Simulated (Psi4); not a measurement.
# [CF3]+ (SMILES F[C+](F)F): CAM-B3LYP/def2-SVPD

What is the vertical ionisation energy of [CF3]+ at CAM-B3LYP/def2-SVPD? 

Program for the calculation: Psi4 1.11.

## Step 1: Starting point

[CF3]+: 4 atoms, total charge +1, spin state singlet. As SMILES, `F[C+](F)F`. The shape is that of a PBE0-D4/def2-TZVP optimisation.

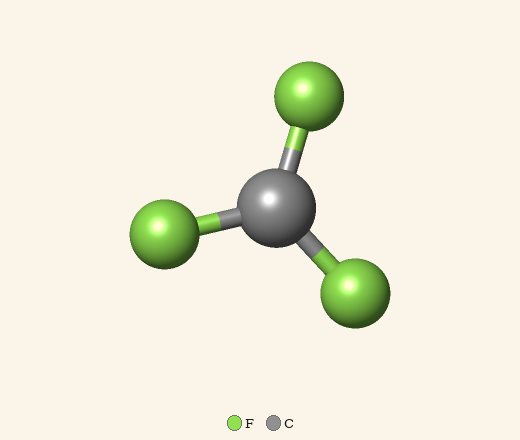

The structure, seen from a chosen angle (fluorine green, carbon grey).

## Step 2: A single-point energy at CAM-B3LYP/def2-SVPD

Input file input.json:

```json
{
  "schema_name": "qcschema_input",
  "schema_version": 1,
  "molecule": {
    "schema_name": "qcschema_molecule",
    "schema_version": 2,
    "symbols": ["F", "C", "F", "F"],
    "geometry": [1.32016267, -0.21656261, 1.89993065, 0.0, 0.0, 0.0, -1.15178807, -1.83945941, -0.83034566, -0.16818563, 2.05602202, -1.06958499],
    "molecular_charge": 1,
    "molecular_multiplicity": 1,
    "fix_symmetry": "c1"
  },
  "driver": "energy",
  "model": {
    "method": "cam-b3lyp",
    "basis": "def2-SVPD"
  },
  "keywords": {
    "reference": "rks",
    "puream": true,
    "e_convergence": 1e-09,
    "d_convergence": 1e-08,
    "scf_type": "pk",
    "dft_radial_points": 99,
    "dft_spherical_points": 590
  }
}
```

Command:

```bash
$ psi4 --qcschema input.json -n 1 --memory 2200MB
```

stdout (excerpt; [...] marks lines left out):

```text
[...]
  Running in c1 symmetry.
[...]
  Nuclear repulsion =  130.092792062565593
[...]
  Multiplicity = 1
[...]
  Nalpha       = 16
  Nbeta        = 16
[...]
    Number of basis functions: 89
[...]
   @RKS iter   1:  -336.80800745813178    6.17114e-01   5.73197e-03 ADIIS/DIIS
[...]
   @RKS iter  10:  -336.90504304073733    5.68434e-14   8.90190e-10 DIIS
[...]
    Orbital Energies [Eh]
    ---------------------
    Doubly Occupied:
       1A    -25.207579     2A    -25.207577     3A    -25.207367
       4A    -10.948601     5A     -1.817714     6A     -1.723424
       7A     -1.723420     8A     -1.131187     9A     -1.074352
      10A     -1.074348    11A     -1.041943    12A     -0.920102
      13A     -0.920092    14A     -0.902432    15A     -0.902430
      16A     -0.864203
[...]
  @RKS Final Energy:  -336.90504304073733
   => Energetics <=
    Nuclear Repulsion Energy =            130.0927920625655929
    One-Electron Energy =                -714.0311713913438325
    Two-Electron Energy =                 274.1010897342587214
    DFT Exchange-Correlation Energy =     -27.0677534462178500
    Empirical Dispersion Energy =           0.0000000000000000
    VV10 Nonlocal Energy =                  0.0000000000000000
    Total Energy =                       -336.9050430407373256
[...]
 Multipole Moments:
 ------------------------------------------------------------------------------------
     Multipole            Electronic (a.u.)      Nuclear  (a.u.)        Total (a.u.)
 ------------------------------------------------------------------------------------
 L = 1.  Multiply by 2.5417464519 to convert [e a0] to [Debye]
 Dipole X            :         -0.0000321           -0.0000164           -0.0000485
 Dipole Y            :          0.0000119            0.0000000            0.0000119
 Dipole Z            :          0.0000022            0.0000000            0.0000022
 Magnitude           :                                                    0.0000499
[...]
```

The result, in JSON:

```text
{
 "driver": "energy",
 "model": {
  "method": "cam-b3lyp",
  "basis": "def2-SVPD"
 },
 "success": true,
 "return_result": -336.9050430407373,
 "properties": {
  "calcinfo_nbasis": 89,
  "calcinfo_nmo": 89,
  "calcinfo_nalpha": 16,
  "calcinfo_nbeta": 16,
  "calcinfo_natom": 4,
  "nuclear_repulsion_energy": 130.0927920625656,
  "return_energy": -336.9050430407373,
  "scf_one_electron_energy": -714.0311713913438,
  "scf_two_electron_energy": 274.1010897342587,
  "scf_xc_energy": -27.06775344621785,
  "scf_dipole_moment": [-4.845768374672765e-05, 1.191172728143286e-05, 2.2171529274750412e-06],
  "scf_total_energy": -336.9050430407373,
  "scf_iterations": 10
 }
}
```

It took 25 s on 1 thread of Intel Xeon at 2.50GHz (Skylake/Cascade Lake), shared host; peak memory 0.94 GiB.

## Step 3: Doublet [CF3]2+: energy and gradient at UCAM-B3LYP/def2-SVPD

Input file cf3.in:

```
memory 2200 mb

molecule m {
  2 2
  F
  C 1 1.229636
  F 2 1.229663 1 119.99997
  F 2 1.229643 1 119.99607 3 -179.99577
  symmetry c1
  no_reorient
  no_com
}

set basis def2-SVPD
set reference uks
set puream true
set e_convergence 1e-09
set d_convergence 1e-08
set scf_type pk
set dft_radial_points 99
set dft_spherical_points 590
set maxiter 100

result, w = gradient("cam-b3lyp", return_wfn=True)
```

Command:

```bash
$ psi4 cf3.in cf3.out -n 1
```

cf3.out (excerpt; [...] marks lines left out):

```text
[...]
  Running in c1 symmetry.
[...]
  Nuclear repulsion =  130.092759845530310
[...]
  Multiplicity = 2
[...]
  Nalpha       = 16
  Nbeta        = 15
[...]
    Number of basis functions: 89
[...]
   @UKS iter   1:  -335.84553631914190    1.57958e+00   5.72066e-03 DIIS/ADIIS
[...]
   @UKS iter  12:  -335.96577069927503   -1.13687e-12   1.32078e-09 DIIS
[...]
   @S^2 Observed:                7.561741934E-01
[...]
  @UKS Final Energy:  -335.96577069927503
   => Energetics <=
    Nuclear Repulsion Energy =            130.0927598455303098
    One-Electron Energy =                -701.5161408582564491
    Two-Electron Energy =                 262.1600498020362693
    DFT Exchange-Correlation Energy =     -26.7024394885851422
    Empirical Dispersion Energy =           0.0000000000000000
    VV10 Nonlocal Energy =                  0.0000000000000000
    Total Energy =                       -335.9657706992750263
[...]
 Multipole Moments:
 ------------------------------------------------------------------------------------
     Multipole            Electronic (a.u.)      Nuclear  (a.u.)        Total (a.u.)
 ------------------------------------------------------------------------------------
 L = 1.  Multiply by 2.5417464519 to convert [e a0] to [Debye]
 Dipole X            :          0.0000305            0.0000129            0.0000434
 Dipole Y            :         -0.0000070           -0.0000040           -0.0000110
 Dipole Z            :         -0.0000201            0.0000093           -0.0000109
 Magnitude           :                                                    0.0000461
[...]
  -Total Gradient:
     Atom            X                  Y                   Z
    ------   -----------------  -----------------  -----------------
       1       -0.000003153479     0.000008322136     0.012779955496
       2        0.000008672347     0.000014783926    -0.000023645061
       3       -0.000003159017     0.011021361052    -0.006362935440
       4       -0.000002334306    -0.011048969962    -0.006396363475
[...]
```

It took 61 s on 1 thread of Intel Xeon at 2.50GHz (Skylake/Cascade Lake), shared host; peak memory 0.95 GiB.

## Step 4: Outcome

At CAM-B3LYP/def2-SVPD:

```
                                            quantity          value
                        singlet [CF3]+: total energy  -336.90504 Eh
                         singlet [CF3]+: HOMO energy      -23.52 eV
                         singlet [CF3]+: LUMO energy       -9.39 eV
                       singlet [CF3]+: HOMO–LUMO gap       14.13 eV
                       doublet [CF3]2+: total energy  -335.96577 Eh
 doublet [CF3]2+: HOMO energy (highest over α and β)      -33.64 eV
  doublet [CF3]2+: LUMO energy (lowest over α and β)      -27.63 eV
                               doublet [CF3]2+: ⟨S²⟩          0.756
           doublet [CF3]2+: largest force on an atom     0.657 eV/Å
vertical ionisation energy (to the doublet dication)      25.559 eV
```

What this shows: Removing an electron at fixed nuclei costs 25.56 eV (2466 kJ/mol). −ε(HOMO) before ionisation, 23.52 eV, is 2.04 eV below this ionisation energy.
